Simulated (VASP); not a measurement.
# CuRu: structure and properties in VASP

Aim: relax CuRu, then compute properties on the relaxed cell. The steps: full relaxation (r2SCAN), density, ELF and potential (r2SCAN), band structure (r2SCAN), total and projected DOS (r2SCAN), elastic tensor by finite strains (r2SCAN), volume scan with r2SCAN and fit for r2SCAN. The cell is invented: it takes the structure of a Materials Project entry for FeRu (space group 187 there), with some of its atoms replaced by other elements, volume scaled by an estimate. It may not be a known or stable phase.

Calculated with VASP 6.6.1; r2SCAN; plane waves and PAW (Ru_pv, Cu); invented cell.

**1. The structure**

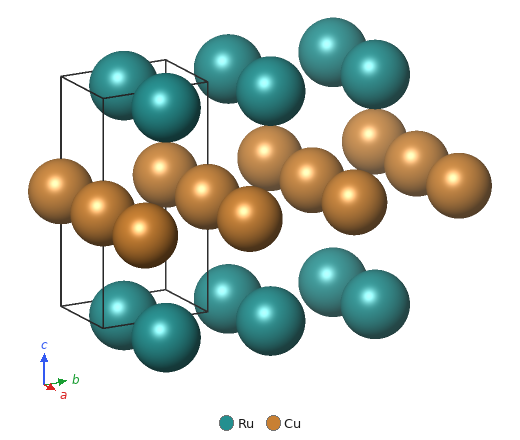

The cell as given, slightly off an axis (ruthenium teal, copper orange). 2×3×1 cells are drawn. Some periodic images of atoms are drawn too.

As a file:

```
Ru Cu
1.0
     2.66976    0.00000    0.00000
    -1.33488    2.31208    0.00000
     0.00000    0.00000    4.11175
Ru Cu
1 1
Direct
  0.66667 0.33333 0.00000
  0.00000 0.00000 0.50000
```

**2. Full relaxation (r2SCAN)**

The start need not lie at this functional's minimum. ISIF = 3 frees volume, shape and positions, and EDIFFG sets the threshold on forces and stress at which the search stops. r2SCAN adds the kinetic-energy density, costs more than a GGA and is run with LASPH.

Contents of INCAR:

```
SYSTEM = CuRu
PREC = Accurate
ENCUT = 400
EDIFF = 1E-06
NELM = 100
ISMEAR = 0
SIGMA = 0.05
LREAL = .FALSE.
ALGO = Normal
METAGGA = R2SCAN
LASPH = .TRUE.
LORBIT = 11
LWAVE = .FALSE.
LCHARG = .FALSE.
IBRION = 2
NSW = 60
ISIF = 3
EDIFFG = -0.01
```

Contents of POSCAR:

```
CuRu
1.0
    2.6697650000      0.0000000000      0.0000000000
   -1.3348820000      2.3120840000      0.0000000000
    0.0000000000      0.0000000000      4.1117530000
Ru Cu
1 1
Direct
    0.6666666700      0.3333333300      0.0000000000
    0.0000000000      0.0000000000      0.5000000000
```

Contents of KPOINTS:

```
Automatic mesh
0
Gamma
8 8 5
0 0 0
```

PAW data sets: Ru_pv and Cu (PBE family, release 64).

The run is started by

```
mpirun -np 1 vasp_std
```

The program printed:

```text
[banner, memory and clock lines left out]
running    1 mpi-ranks, on    1 nodes
 distrk:  each k-point on    1 cores,    1 groups
 distr:  one band on    1 cores,    1 groups

 POSCAR found type information on POSCAR RuCu
 POSCAR found :  2 types and       2 ions
|                                                                             |
|               ----> ADVICE to this user running VASP <----                  |
|                                                                             |
|     You enforced a specific xc type in the INCAR file but a different       |
|     [... a line on the potential file left out ...]
|     I HOPE YOU KNOW WHAT YOU ARE DOING!                                     |
|                                                                             |

 LDA part: xc-table for (None), standard interpolation
 POSCAR, INCAR and KPOINTS ok, starting setup
 FFT: planning ... GRIDC
 FFT: planning ... GRID_SOFT
 FFT: planning ... GRID
 WAVECAR not read
 entering main loop
       N       E                     dE             d eps       ncg     rms          rms(c)
DAV:   1     0.124727158194E+03    0.12473E+03   -0.12926E+04  1040   0.195E+03
DAV:   2    -0.400899273515E+02   -0.16482E+03   -0.16235E+03  1008   0.395E+02
DAV:   3    -0.437554722211E+02   -0.36655E+01   -0.36380E+01  1224   0.701E+01
DAV:   4    -0.438197458173E+02   -0.64274E-01   -0.64049E-01  1192   0.735E+00
DAV:   5    -0.438233168882E+02   -0.35711E-02   -0.35706E-02  1504   0.165E+00    0.190E+01
DAV:   6    -0.396123291895E+02    0.42110E+01   -0.77840E+01  1024   0.244E+02    0.127E+01
DAV:   7    -0.354960516184E+02    0.41163E+01   -0.14583E+01  1208   0.952E+01    0.232E+00
DAV:   8    -0.354839353283E+02    0.12116E-01   -0.96844E-01  1392   0.251E+01    0.129E+00
DAV:   9    -0.354753942521E+02    0.85411E-02   -0.14609E-01  1424   0.108E+01    0.558E-01
DAV:  10    -0.354739701073E+02    0.14241E-02   -0.28368E-02  1264   0.526E+00    0.293E-01
DAV:  11    -0.354734879664E+02    0.48214E-03   -0.67073E-03  1296   0.230E+00    0.880E-02
DAV:  12    -0.354734634288E+02    0.24538E-04   -0.34845E-04  1392   0.229E-01    0.457E-02
DAV:  13    -0.354734644368E+02   -0.10080E-05   -0.26013E-05  1248   0.532E-02    0.246E-02
DAV:  14    -0.354734628590E+02    0.15778E-05   -0.38515E-05  1152   0.192E-01    0.631E-03
DAV:  15    -0.354734620080E+02    0.85096E-06   -0.49613E-06  1128   0.255E-02
   1 F= -.35473462E+02 E0= -.35470548E+02  d E =-.354735E+02
 curvature:   0.00 expect dE= 0.000E+00 dE for cont linesearch  0.000E+00
 trial: gam= 0.00000 g(F)=  0.169E-44 g(S)=  0.748E-01 ort = 0.000E+00 (trialstep = 0.100E+01)
 search vector abs. value=  0.748E-01
 bond charge predicted
       N       E                     dE             d eps       ncg     rms          rms(c)
DAV:   1    -0.361913257155E+02   -0.71786E+00   -0.20175E+01  1008   0.524E+01    0.540E+00
DAV:   2    -0.355844422991E+02    0.60688E+00   -0.24291E+00  1144   0.185E+01    0.216E+00
DAV:   3    -0.355274930234E+02    0.56949E-01   -0.15311E-01  1344   0.664E+00    0.101E+00
DAV:   4    -0.355275504687E+02   -0.57445E-04   -0.17510E-01  1368   0.120E+01    0.113E+00
DAV:   5    -0.355128541872E+02    0.14696E-01   -0.60066E-02  1240   0.766E+00    0.332E-01
DAV:   6    -0.355128714256E+02   -0.17238E-04   -0.40787E-03  1552   0.790E-01    0.926E-02
DAV:   7    -0.355129189373E+02   -0.47512E-04   -0.18101E-04  1032   0.132E-01    0.311E-02
DAV:   8    -0.355129261395E+02   -0.72022E-05   -0.36457E-05  1568   0.541E-02    0.111E-02
DAV:   9    -0.355129247107E+02    0.14287E-05   -0.26123E-06   856   0.255E-02    0.409E-03
DAV:  10    -0.355129257168E+02   -0.10061E-05   -0.95198E-07   712   0.111E-02    0.109E-03
DAV:  11    -0.355129255377E+02    0.17910E-06   -0.10019E-07   616   0.529E-03
   2 F= -.35512926E+02 E0= -.35509157E+02  d E =-.394635E-01
[...]
3 F= -.35513776E+02 E0= -.35510229E+02  d E =-.403138E-01
[...]
4 F= -.35505186E+02 E0= -.35503519E+02  d E =0.859023E-02
[...]
5 F= -.35521518E+02 E0= -.35518907E+02  d E =-.774182E-02
[...]
6 F= -.35521517E+02 E0= -.35518920E+02  d E =-.774078E-02
 curvature:  -0.26 expect dE=-0.230E-04 dE for cont linesearch -0.579E-06
 ZBRENT: accuracy reached
 trial: gam=-0.01898 g(F)=  0.298E-43 g(S)=  0.900E-04 ort =-0.329E-03 (trialstep = 0.917E+00)
 search vector abs. value=  0.120E-03
 bond charge predicted
       N       E                     dE             d eps       ncg     rms          rms(c)
DAV:   1    -0.355226967193E+02   -0.11796E-02   -0.29366E-02  1016   0.201E+00    0.233E-01
DAV:   2    -0.355216891682E+02    0.10076E-02   -0.49655E-03  1320   0.841E-01    0.107E-01
DAV:   3    -0.355216903123E+02   -0.11441E-05   -0.22120E-03  1264   0.137E+00    0.968E-02
DAV:   4    -0.355215639330E+02    0.12638E-03   -0.92792E-04  1184   0.949E-01    0.372E-02
DAV:   5    -0.355215560611E+02    0.78719E-05   -0.61675E-05  1560   0.190E-01    0.135E-02
DAV:   6    -0.355215569616E+02   -0.90056E-06   -0.67679E-06  1240   0.457E-02
   7 F= -.35521557E+02 E0= -.35518916E+02  d E =-.403291E-04
 trial-energy change:   -0.000040  1 .order   -0.000040   -0.000088    0.000008
 step:   0.8427(harm=  0.8427)  dis= 0.00000  next Energy=   -35.521557 (dE=-0.406E-04)
 reached required accuracy - stopping structural energy minimisation
```

The job ended after 4.2 min (1 MPI rank of AMD EPYC 7R43, shared host; peak memory 0.1 GiB).

The logs omit lines about the potential files and the build; timing stands in the text.

Parts of OUTCAR (step 2):

```text
ion  position               nearest neighbor table
   1  0.667  0.333  0.000-   2 2.57   2 2.57   2 2.57   2 2.57   2 2.57   2 2.57
   2  0.000  0.000  0.500-   1 2.57   1 2.57   1 2.57   1 2.57   1 2.57   1 2.57

  LATTYP: Found a hexagonal cell.
 ALAT       =     2.6697650000
 C/A-ratio  =     1.5401179505

 Subroutine GETGRP returns: Found 12 space group operations
 (whereof 12 operations were pure point group operations)

The static configuration has the point symmetry D_3h.

 Found     30 irreducible k-points:

   k-points           NKPTS =     30   k-points in BZ     NKDIM =     30   number of bands    NBANDS=     16

   dimension x,y,z NGX =    18 NGY =   18 NGZ =   28
   dimension x,y,z NGXF=    36 NGYF=   36 NGZF=   56

   ENCUT  =  400.0 eV  29.40 Ry    5.42 a.u.   4.35  4.35  6.71*2*pi/ulx,y,z

   NELECT =      25.0000    total number of electrons

 k-points in reciprocal lattice and weights: Automatic mesh
   0.00000000  0.00000000  0.00000000       0.003
   0.12500000  0.00000000  0.00000000       0.019
   0.25000000  0.00000000  0.00000000       0.019
   0.37500000  0.00000000  0.00000000       0.019
   0.50000000  0.00000000  0.00000000       0.009
   0.12500000  0.12500000  0.00000000       0.019
   0.25000000  0.12500000  0.00000000       0.038
   0.37500000  0.12500000  0.00000000       0.038
   0.25000000  0.25000000  0.00000000       0.019
[...]
0.25000000  0.25000000  0.40000000       0.038
   0.37500000  0.25000000  0.40000000       0.038

 average (electrostatic) potential at core
       1 -74.6554       2 -66.7908

 E-fermi :  10.0752

 k-point     1 :       0.0000    0.0000    0.0000
  band No.  band energies     occupation
    ...
      9       7.4654      2.00000
     10       7.4655      2.00000
     11       7.9964      2.00000
     12       7.9964      2.00000
     13       9.9061      2.00000
     14      10.8431      0.00000
     15      10.8431      0.00000
     16      17.2560      0.00000

 k-point     2 :       0.1250    0.0000    0.0000
  band No.  band energies     occupation
    ...
      9       7.1541      2.00000
     10       7.3835      2.00000
     11       7.7555      2.00000
     12       8.5105      2.00000
     13       8.5166      2.00000
     14      10.7696      0.00000
     15      12.7491      0.00000
     16      17.3216      0.00000

 k-point     3 :       0.2500    0.0000    0.0000
  band No.  band energies     occupation
    ...
      9       7.1852      2.00000
     10       7.5116      2.00000
     11       7.6251      2.00000
     12       8.3821      2.00000
     13       9.9446      1.99978
     14      10.6060      0.00000
     15      15.3020      0.00000
     16      17.5728      0.00000

  Total        0.0087171      0.0087171      0.0083155      0.0000000      0.0000000      0.0000000
  in kB        0.5452518      0.5452517      0.5201325      0.0000001      0.0000000      0.0000000
  external PRESSURE =       0.5368787 kB  Pullay stress =       0.0000000 kB

  energy-cutoff  :      400.00
  volume of cell :       25.61
      direct lattice vectors                 reciprocal lattice vectors
     2.616277465 -0.000000011 -0.000000000     0.382222458  0.220676186 -0.000000000
    -1.308138253  2.265762461  0.000000000     0.000000002  0.441352534  0.000000000
     0.000000000 -0.000000000  4.321008801     0.000000000 -0.000000000  0.231427439

 POSITION                                       TOTAL-FORCE (eV/Angst)
 -----------------------------------------------------------------------------------
      1.30814      0.75525      0.00000        -0.000000     -0.000000      0.000000
      0.00000     -0.00000      2.16050         0.000000      0.000000      0.000000
 -----------------------------------------------------------------------------------
    total drift:                               -0.000017      0.000013      0.000000

  FREE ENERGIE OF THE ION-ELECTRON SYSTEM (eV)
  ---------------------------------------------------
  free  energy   TOTEN  =       -35.5215569616 eV

  energy  without entropy=      -35.5162752363  energy(sigma->0) =      -35.51891610

 reached required accuracy - stopping structural energy minimisation

 total charge
# of ion       s       p       d       tot
------------------------------------------
    1        0.401   6.265   6.011  12.677
    2        0.459   0.442   9.163  10.065
--------------------------------------------------
tot          0.860   6.707  15.175  22.742

[... 3 further parts left out ...]
```

This run has no spin polarisation. Its electron count is odd, so without a moment it is a metal by construction. The k-mesh is coarse for a metal. The PAW data sets were made with PBE, which is usual practice but a small mismatch for other functionals. The run keeps the 12 symmetry operations of its start, so it cannot find a distortion of lower symmetry.

The steps of the relaxation:

```csv
step,energy less that of the first step (eV),largest force (eV/Å),pressure (GPa),volume (Å³)
1,0.0000,0.0000,2.04,25.38
2,-0.0395,0.0000,-3.20,25.96
3,-0.0403,0.0000,-3.94,26.06
4,-0.0317,0.0000,5.77,25.09
5,-0.0481,0.0000,-0.33,25.65
6,-0.0481,0.0000,-0.15,25.64
7,-0.0481,0.0000,0.05,25.61
```

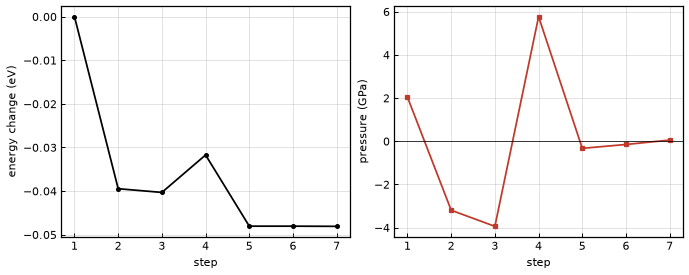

Energy and pressure along the relaxation.

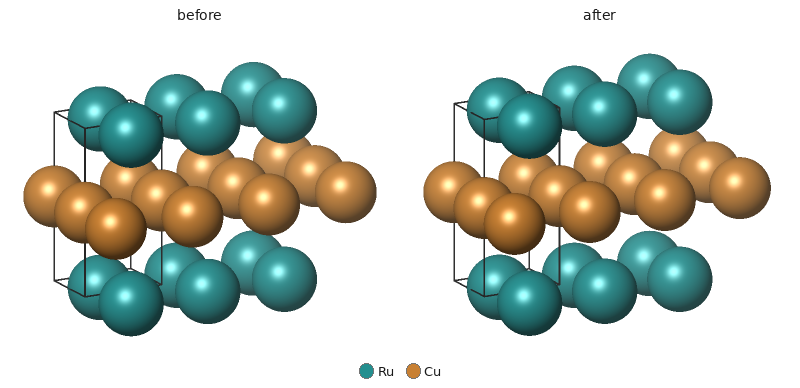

The structure before and after the relaxation, drawn at the same scale.

```csv
"conventional cell, symmetrised",before,after,change
a (Å),2.670,2.616,-2.0 %
b (Å),2.670,2.616,-2.0 %
c (Å),4.112,4.321,+5.1 %
volume (Å³/atom),12.69,12.81,+0.9 %
```

Final coordinates:

```
Ru Cu
1.0
     2.61628    0.00000    0.00000
    -1.30814    2.26576    0.00000
     0.00000    0.00000    4.32101
Ru Cu
1 1
Direct
  0.66667 0.33333 0.00000
  0.00000 0.00000 0.50000
```

This step gave:

```
electrons                       : 25
bands                           : 16
irreducible k-points            : 30
symmetry operations             : 12
free energy (TOTEN)             : -35.52 eV
energy at zero smearing         : -35.52 eV
Fermi energy                    : 10.08 eV
pressure                        : 0.05369 GPa
metallic                        : yes
SCF cycles over all ionic steps : 65
```

It ends with forces that vanish by symmetry and a pressure of 0.05 GPa.

**3. Density, ELF and potential (r2SCAN)**

A single point on the relaxed cell gives a clean self-consistent state, with density, ELF and potential written out.

Edit INCAR of step 2 so:

```diff
@@ -13,6 +13,5 @@
 LWAVE = .FALSE.
-LCHARG = .FALSE.
-IBRION = 2
-NSW = 60
-ISIF = 3
-EDIFFG = -0.01
+LCHARG = .TRUE.
+ISIF = 2
+LELF = .TRUE.
+LVHAR = .TRUE.
```

Contents of POSCAR:

```
CuRu
1.0
    2.6162774654     -0.0000000114      0.0000000000
   -1.3081382526      2.2657624606      0.0000000000
    0.0000000000      0.0000000000      4.3210088013
Ru Cu
1 1
Direct
    0.6666666700      0.3333333300      0.0000000000
    0.0000000000      0.0000000000      0.5000000000
```

KPOINTS is that of step 2.

The run is started by

```
mpirun -np 1 vasp_std
```

The program printed:

```text
[banner, memory and clock lines left out]
running    1 mpi-ranks, on    1 nodes
 distrk:  each k-point on    1 cores,    1 groups
 distr:  one band on    1 cores,    1 groups

 POSCAR found type information on POSCAR RuCu
 POSCAR found :  2 types and       2 ions
 [... a notice as in an earlier step ...]

 LDA part: xc-table for (None), standard interpolation
 POSCAR, INCAR and KPOINTS ok, starting setup
 FFT: planning ... GRIDC
 FFT: planning ... GRID_SOFT
 FFT: planning ... GRID
 WAVECAR not read
 entering main loop
       N       E                     dE             d eps       ncg     rms          rms(c)
DAV:   1     0.118718696084E+03    0.11872E+03   -0.13036E+04  1080   0.196E+03
DAV:   2    -0.402113279153E+02   -0.15893E+03   -0.15677E+03  1008   0.393E+02
DAV:   3    -0.437698776734E+02   -0.35585E+01   -0.35268E+01  1144   0.698E+01
DAV:   4    -0.438480938804E+02   -0.78216E-01   -0.77953E-01  1344   0.807E+00
DAV:   5    -0.438514735987E+02   -0.33797E-02   -0.33794E-02  1288   0.149E+00    0.194E+01
DAV:   6    -0.402376668472E+02    0.36138E+01   -0.91026E+01  1056   0.248E+02    0.134E+01
DAV:   7    -0.356056840427E+02    0.46320E+01   -0.16257E+01  1200   0.916E+01    0.309E+00
DAV:   8    -0.355408009421E+02    0.64883E-01   -0.14244E+00  1320   0.342E+01    0.158E+00
DAV:   9    -0.355414066480E+02   -0.60571E-03   -0.43201E-01  1384   0.187E+01    0.112E+00
DAV:  10    -0.355307634141E+02    0.10643E-01   -0.22060E-01  1200   0.148E+01    0.755E-01
DAV:  11    -0.355237224387E+02    0.70410E-02   -0.59988E-02  1288   0.752E+00    0.164E-01
DAV:  12    -0.355237062405E+02    0.16198E-04   -0.21097E-03  1456   0.756E-01    0.111E-01
DAV:  13    -0.355235856197E+02    0.12062E-03   -0.31475E-04  1472   0.433E-01    0.560E-02
DAV:  14    -0.355235621801E+02    0.23440E-04   -0.36894E-04  1248   0.554E-01    0.230E-02
DAV:  15    -0.355235591039E+02    0.30762E-05   -0.32243E-05  1416   0.107E-01    0.125E-02
DAV:  16    -0.355235578165E+02    0.12874E-05   -0.14779E-06   872   0.313E-02    0.826E-03
DAV:  17    -0.355235572623E+02    0.55425E-06   -0.29152E-06   776   0.461E-02
   1 F= -.35523557E+02 E0= -.35520919E+02  d E =-.527587E-02
```

The job ended after 66 s (1 MPI rank; peak memory 0.1 GiB).

From OUTCAR (step 3):

```text
  LATTYP: Found a hexagonal cell.
 ALAT       =     2.6162774654
 C/A-ratio  =     1.6515865991

The static configuration has the point symmetry D_3h.

 Found     30 irreducible k-points:

   ENCUT  =  400.0 eV  29.40 Ry    5.42 a.u.   4.27  4.27  7.05*2*pi/ulx,y,z

   NELECT =      25.0000    total number of electrons

 E-fermi :  10.0749

 k-point     1 :       0.0000    0.0000    0.0000
  band No.  band energies     occupation
    ...
      9       7.4654      2.00000
     10       7.4655      2.00000
     11       7.9957      2.00000
     12       7.9957      2.00000
     13       9.9060      2.00000
     14      10.8427      0.00000
     15      10.8427      0.00000
     16      17.2565      0.00000

 k-point     2 :       0.1250    0.0000    0.0000
  band No.  band energies     occupation
    ...
      9       7.1540      2.00000
     10       7.3835      2.00000
     11       7.7551      2.00000
     12       8.5102      2.00000
     13       8.5160      2.00000
     14      10.7693      0.00000
     15      12.7489      0.00000
     16      17.3221      0.00000

  Total       -0.0242795     -0.0242795      0.0051723     -0.0000000      0.0000000      0.0000000
  in kB       -1.5186850     -1.5186846      0.3235280     -0.0000003      0.0000000      0.0000000
  external PRESSURE =      -0.9046139 kB  Pullay stress =       0.0000000 kB

  energy-cutoff  :      400.00
  volume of cell :       25.61
      direct lattice vectors                 reciprocal lattice vectors
     2.616277465 -0.000000011  0.000000000     0.382222458  0.220676186  0.000000000
    -1.308138253  2.265762461  0.000000000     0.000000002  0.441352534  0.000000000
     0.000000000  0.000000000  4.321008801     0.000000000  0.000000000  0.231427439

 POSITION                                       TOTAL-FORCE (eV/Angst)
 -----------------------------------------------------------------------------------
      1.30814      0.75525      0.00000        -0.000000      0.000000      0.000000
      0.00000      0.00000      2.16050         0.000000     -0.000000      0.000000
 -----------------------------------------------------------------------------------
    total drift:                               -0.000017      0.000013      0.000000

  FREE ENERGIE OF THE ION-ELECTRON SYSTEM (eV)
  ---------------------------------------------------
  free  energy   TOTEN  =       -35.5235572623 eV

  energy  without entropy=      -35.5182813901  energy(sigma->0) =      -35.52091933

[... 5 parts as in an earlier step ...]

[... 6 further parts left out ...]
```

Numbers from this step:

| Item | Value |
| --- | --- |
| SCF cycles | 17 |
| Fermi energy | 10.07 eV |
| pressure | -0.09046 GPa |

Valence electrons inside each PAW sphere by angular momentum. Sphere charges, by row:

```csv
atom,s (e),p (e),d (e),tot (e)
Ru1,0.401,6.265,6.011,12.68
Cu2,0.459,0.442,9.163,10.06
```

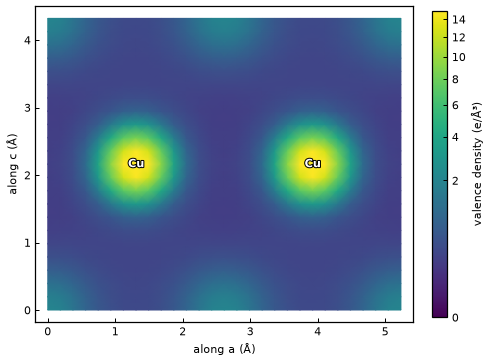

Valence density in the ac plane at fractional y = 0.000, with atoms of Cu within 0.2 Å of it. It is the smooth field of the valence electrons, not physical close to the nuclei. The map starts off the cell's origin, so that atoms lie inside it. The colour scale is stretched toward low values.

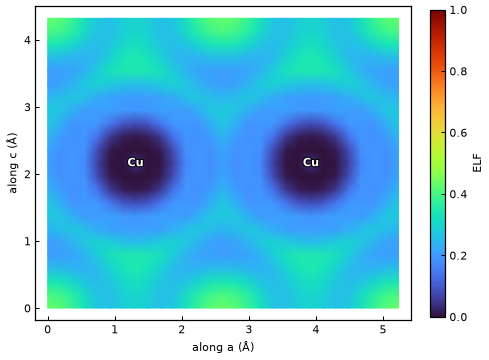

ELF in the ac plane at fractional y = 0.000, with atoms of Cu within 0.2 Å of it. It is the smooth field of the valence electrons, not physical close to the nuclei. The map starts off the cell's origin, so that atoms lie inside it.

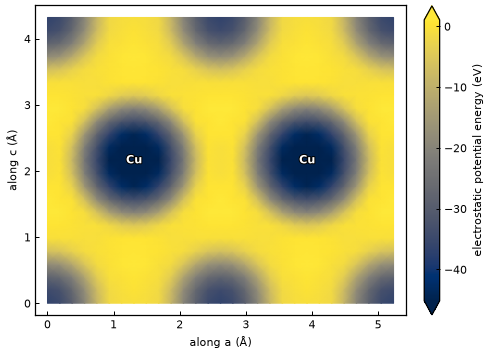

Electrostatic potential energy in the ac plane at fractional y = 0.000, with atoms of Cu within 0.2 Å of it. With pseudopotentials it is smooth inside the atoms' cores, unlike the true potential. The map starts off the cell's origin, so that atoms lie inside it.

In this run the pressure is -0.09 GPa, small enough to go on.

[end of part 1 of 3]

[Lines on the potential files, build, host, timing and source positions are cut from VASP's logs without a mark.]

[Logs are printed without paths, hosts, clocks, repeated set-up lines and the standing remarks that a program may print on its own settings, such as how far it seeks lower states.]

[Hosts, paths, dates, database ids (printed as entryN), source tags and the programs' standing remarks are cut or masked in the printed files.]

[A measured line is paired with the nearest computed mode of its activity, which favours agreement.]
